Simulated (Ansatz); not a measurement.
CH3AlCa

```xyz
6

C     2.8371    1.2758    0.4614
Al    2.2377    0.4080    2.1514
Ca    3.7360   -2.8753    2.3588
H     2.4115    2.2795    0.3434
H     2.5432    0.6901   -0.4189
H     3.9293    1.3772    0.4257
```

Geometry: PBE0-D4/def2-TZVP.

Theory: Ansatz, isolated molecule in a Gaussian basis; Kohn-Sham density functional theory, functional PBE0.

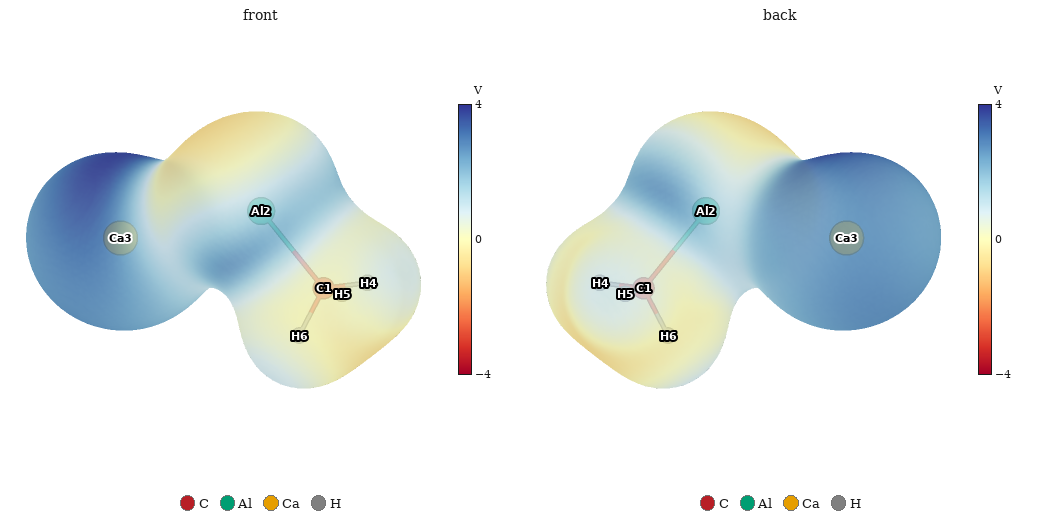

Figure 1. The electrostatic potential painted on the density surface at 0.004 e/bohr³, seen from the front and from behind; the colour scale runs from red (negative) to blue (positive).

Where is the surface potential most negative and most positive?

Answer. The most negative region (about −0.7 V) lies over C1, the most positive (about +3.8 V) over Ca3.

What dipole moment does the calculation give?

Answer. Its dipole moment is 1.01 D.

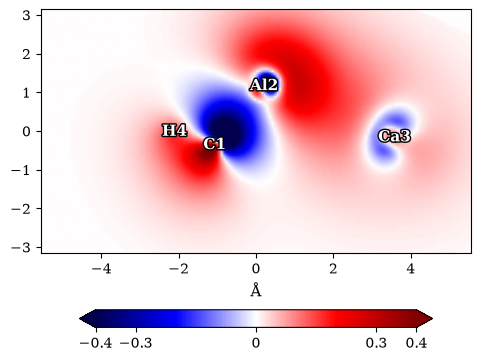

Figure 2. The HOMO−1 on the plane of atoms Al2, C1 and H4 (values in Å⁻³ᐟ²; the overall sign is arbitrary).

What is the character of this orbital?

Answer. Its weight (Hirshfeld) is mainly on Al2 (about 55 %), C1 (about 20 %) and Ca3 (about 20 %). Its energy is −5.87 eV.
